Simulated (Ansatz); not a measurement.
**Nudged elastic band, with input and output: CH₇Al₂N (part 2 of 2)**

CH₇Al₂N; RKS PBE0-D4/cc-pVDZ (Ansatz 0.2.0). It belongs to a series of runs on one base structure; here: band between the two ends.

Geometry of the input (Å):
```
C  -0.0004  1.4419  0.0907
N  0.0450  -0.0238  0.0113
Al -0.4117  -1.0223  1.4604
Al 0.4516  -0.8342  -1.5652
H  0.9865  1.8677  0.3444
H  -0.3105  1.8979  -0.8649
H  -0.7075  1.7901  0.8629
H  -0.3048  -2.6043  1.3415
H  -0.9068  -0.2469  2.7633
H  0.6917  0.0989  -2.8362
H  0.5324  -2.4220  -1.5877
```

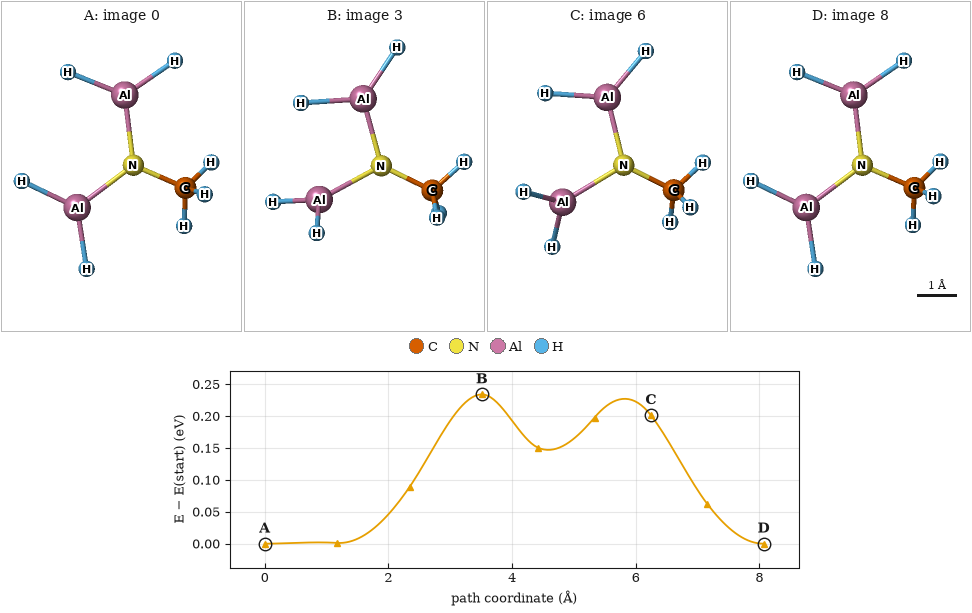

Images of the last band (counted from 0; ball-and-stick, seen at a tilt) above the energy along the path; the line is a cubic interpolation that uses the forces. The highest image is number 3, 0.234 eV above the start and 0.234 eV above the end (the climbing image); start and end have the same energy. The path is 8.07 Å long. The band converged in 27 iterations.

```
Total energy: -15825.84626000 eV, -581.5891229113 hartree
Atom 0 at    -0.107897     1.594680     0.000830 Å, force     0.000161    -0.000497    -0.000398 eV/Å
Atom 1 at    -0.165025     0.143082     0.044467 Å, force    -0.000850    -0.000501     0.002843 eV/Å
Atom 2 at    -0.494890    -0.976736     1.392790 Å, force     0.001053     0.001013    -0.001364 eV/Å
Atom 3 at     0.520354    -0.984851    -1.256741 Å, force    -0.000255     0.000295    -0.000866 eV/Å
Atom 4 at     0.876520     1.957892    -0.348593 Å, force     0.000490    -0.000188    -0.000231 eV/Å
Atom 5 at    -0.866164     2.014961    -0.684072 Å, force    -0.000409     0.000430    -0.000303 eV/Å
Atom 6 at    -0.285009     2.047752     0.991137 Å, force     0.000215    -0.000067    -0.000106 eV/Å
Atom 7 at    -0.092489    -2.404022     0.739369 Å, force    -0.000478    -0.000324    -0.000080 eV/Å
Atom 8 at    -0.947757    -0.698139     2.886854 Å, force    -0.000281    -0.000170     0.000014 eV/Å
Atom 9 at     2.039686    -0.745344    -1.697280 Å, force    -0.000040     0.000431     0.000196 eV/Å
Atom 10 at    -0.411829    -2.006275    -2.048160 Å, force     0.000395    -0.000422     0.000295 eV/Å
Dipole moment:    -0.098349     0.210117     0.208708 e Å
this run last wrote the band of iteration 27 to [file]
```

The last band as extended XYZ (Å, eV, eV/Å)
```
11
Properties=species:S:1:pos:R:3:forces:R:3 image=0 energy=-15826.08030
C    -0.0004    1.4419    0.0907    0.0098  -0.0043   0.0052
N     0.0450   -0.0238    0.0113   -0.0057   0.0009  -0.0034
Al   -0.4117   -1.0223    1.4604    0.0046   0.0019   0.0013
Al    0.4516   -0.8342   -1.5652    0.0072   0.0019   0.0047
H     0.9865    1.8677    0.3444   -0.0044  -0.0024  -0.0012
H    -0.3105    1.8979   -0.8649   -0.0018   0.0011  -0.0007
H    -0.7075    1.7901    0.8629   -0.0020   0.0016  -0.0019
H    -0.3048   -2.6043    1.3415   -0.0010   0.0000  -0.0010
H    -0.9068   -0.2469    2.7633   -0.0022  -0.0001   0.0016
H     0.6917    0.0989   -2.8362   -0.0026  -0.0003  -0.0034
H     0.5324   -2.4220   -1.5877   -0.0020  -0.0002  -0.0011
11
Properties=species:S:1:pos:R:3:forces:R:3 image=1 energy=-15826.07908
C    -0.0217    1.4406    0.0883   -0.0007   0.0009  -0.0005
N    -0.0069   -0.0250   -0.0076   -0.0012  -0.0002  -0.0001
Al   -0.5425   -1.0213    1.4144    0.0007   0.0002   0.0001
Al    0.5825   -0.8339   -1.5273   -0.0003  -0.0001   0.0007
H     0.9249    1.8886   -0.2592   -0.0012   0.0002  -0.0009
H    -0.8303    1.8847   -0.5181   -0.0010   0.0002  -0.0004
H    -0.1771    1.7788    1.1271   -0.0007   0.0008  -0.0007
H    -0.5454   -2.6044    1.2635    0.0027   0.0003  -0.0009
H    -0.9755   -0.2384    2.7351    0.0015  -0.0012   0.0010
H     1.0770    0.0966   -2.7250    0.0055  -0.0020   0.0038
H     0.5803   -2.4232   -1.5707   -0.0053   0.0009  -0.0021
11
Properties=species:S:1:pos:R:3:forces:R:3 image=2 energy=-15825.99155
C    -0.0876    1.4947    0.0443    0.0105  -0.0168   0.0084
N    -0.1324    0.0321   -0.0158    0.0068  -0.0093  -0.0093
Al   -0.5254   -1.0155    1.4073   -0.0192  -0.0054  -0.0025
Al    0.5722   -0.8677   -1.4417    0.0071   0.0151  -0.0243
H     0.8574    1.8997   -0.3602    0.0088  -0.0105   0.0055
H    -0.9065    1.9447   -0.5450    0.0068  -0.0037   0.0162
H    -0.1920    1.8748    1.0749    0.0168  -0.0225   0.0130
H    -0.3494   -2.5699    1.1067   -0.0477  -0.0229   0.0451
H    -0.9022   -0.3898    2.8221   -0.0116   0.0405  -0.0141
H     1.7643   -0.1751   -2.2418   -0.0299   0.0680  -0.0623
H    -0.0329   -2.2850   -1.8301    0.0515  -0.0325   0.0242
11
Properties=species:S:1:pos:R:3:forces:R:3 image=3 energy=-15825.84622
C    -0.1079    1.5947    0.0008    0.0002  -0.0005  -0.0004
N    -0.1650    0.1431    0.0445   -0.0008  -0.0005   0.0028
Al   -0.4949   -0.9767    1.3928    0.0011   0.0010  -0.0014
Al    0.5204   -0.9849   -1.2567   -0.0003   0.0003  -0.0009
H     0.8765    1.9579   -0.3486    0.0005  -0.0002  -0.0002
H    -0.8662    2.0150   -0.6841   -0.0004   0.0004  -0.0003
H    -0.2850    2.0478    0.9911    0.0002  -0.0001  -0.0001
H    -0.0925   -2.4040    0.7394   -0.0005  -0.0003  -0.0001
H    -0.9478   -0.6981    2.8869   -0.0003  -0.0002   0.0000
H     2.0397   -0.7453   -1.6973    0.0000   0.0004   0.0002
H    -0.4118   -2.0063   -2.0482    0.0004  -0.0004   0.0003
11
Properties=species:S:1:pos:R:3:forces:R:3 image=4 energy=-15825.92993
C    -0.1086    1.6684   -0.0510    0.0011   0.0031   0.0026
N    -0.1008    0.2344    0.1287    0.0092   0.0108   0.0038
Al   -0.4459   -0.9201    1.4111   -0.0025   0.0056  -0.0039
Al    0.4788   -1.0958   -1.0832   -0.0082  -0.0070   0.0061
H     0.8779    2.0403   -0.3841   -0.0059   0.0077   0.0004
H    -0.8435    1.9847   -0.8136   -0.0026  -0.0078  -0.0070
H    -0.3571    2.2071    0.8789   -0.0095   0.0032  -0.0044
H     0.0162   -2.2344    0.4948    0.0160   0.0058  -0.0074
H    -0.9597   -1.0083    2.9023    0.0091  -0.0114   0.0022
H     2.0566   -1.2403   -1.3092   -0.0009  -0.0301   0.0174
H    -0.5482   -1.6930   -2.1540   -0.0058   0.0201  -0.0097
11
Properties=species:S:1:pos:R:3:forces:R:3 image=5 energy=-15825.88249
C    -0.0582    1.6399   -0.0250    0.0063   0.0125  -0.0018
N     0.0558    0.2081    0.1532   -0.0076   0.0133   0.0032
Al   -0.3834   -0.9221    1.4384   -0.0120   0.0034  -0.0031
Al    0.4496   -1.0775   -1.1516   -0.0056  -0.0164   0.0294
H     0.9292    2.1259   -0.1224    0.0126   0.0019  -0.0077
H    -0.6317    1.8907   -0.9365    0.0077   0.0126  -0.0018
H    -0.5739    2.1232    0.8220    0.0144   0.0229  -0.0030
H    -0.0991   -2.2940    0.5693   -0.0062   0.0255  -0.0622
H    -0.9472   -0.8262    2.9131   -0.0075  -0.0441   0.0028
H     1.8831   -1.7737   -1.2461    0.0270   0.0306   0.0049
H    -0.5586   -1.1513   -2.3938   -0.0291  -0.0622   0.0394
11
Properties=species:S:1:pos:R:3:forces:R:3 image=6 energy=-15825.87889
C    -0.0066    1.5569    0.0244   -0.0106  -0.0134   0.0015
N     0.1228    0.1066    0.1146    0.0066  -0.0117  -0.0083
Al   -0.4016   -0.9712    1.4534    0.0157  -0.0066   0.0092
Al    0.4698   -0.9481   -1.3533    0.0104   0.0184  -0.0261
H     0.9821    2.0494   -0.0045   -0.0122  -0.0015   0.0055
H    -0.5463    1.8703   -0.8885   -0.0098  -0.0113   0.0025
H    -0.5498    1.9842    0.8844   -0.0136  -0.0217   0.0033
H    -0.2534   -2.4774    0.9230    0.0006  -0.0254   0.0586
H    -1.0105   -0.5247    2.8513    0.0081   0.0433  -0.0030
H     1.5957   -2.0704   -1.2893   -0.0291  -0.0298  -0.0062
H    -0.3366   -0.6328   -2.6950    0.0339   0.0597  -0.0369
11
Properties=species:S:1:pos:R:3:forces:R:3 image=7 energy=-15826.01786
C     0.0151    1.4823    0.0676   -0.0121  -0.0111   0.0001
N     0.1184    0.0206    0.0614   -0.0026  -0.0091  -0.0097
Al   -0.4209   -1.0007    1.4584    0.0149  -0.0028   0.0079
Al    0.4756   -0.8752   -1.4881    0.0076   0.0096  -0.0177
H     1.0117    1.9540    0.1348   -0.0145  -0.0044   0.0075
H    -0.4608    1.8698   -0.8508   -0.0092  -0.0082  -0.0005
H    -0.5721    1.8563    0.9237   -0.0184  -0.0197  -0.0004
H    -0.3394   -2.5693    1.1990    0.0135  -0.0131   0.0523
H    -1.0060   -0.3205    2.7748    0.0163   0.0319  -0.0052
H     1.1264   -2.3224   -1.3972   -0.0560  -0.0288  -0.0133
H     0.1175   -0.1520   -2.8629    0.0604   0.0557  -0.0210
11
Properties=species:S:1:pos:R:3:forces:R:3 image=8 energy=-15826.08021
C     0.0003    1.4420    0.0913    0.0038   0.0002   0.0003
N     0.0412   -0.0237    0.0101   -0.0005  -0.0001   0.0007
Al   -0.4217   -1.0214    1.4576    0.0001   0.0001  -0.0008
Al    0.4608   -0.8346   -1.5630   -0.0005  -0.0010  -0.0007
H     0.9961    1.8675    0.3078   -0.0011  -0.0008   0.0003
H    -0.3459    1.8988   -0.8515    0.0004   0.0005  -0.0004
H    -0.6772    1.7902    0.8895   -0.0013   0.0003   0.0002
H    -0.3252   -2.6039    1.3355    0.0008   0.0001   0.0003
H    -0.9127   -0.2453    2.7618   -0.0009   0.0004  -0.0007
H     0.5304   -2.4229   -1.5863    0.0009  -0.0001   0.0002
H     0.7194    0.0962   -2.8323   -0.0017   0.0005   0.0006
```

Results in brief

| quantity | value |
| --- | --- |
| outcome | converged |
| barrier, forward | 0.234 eV |
| barrier, backward | 0.234 eV |
| hardware | 2 threads of Arm Neoverse V1, 24 GiB of memory available, shared host |
| wall time | 8.4 min (CPU time 16 min) |
| peak memory | 0.22 GiB |

Notes

The order of the saddle point was not checked.
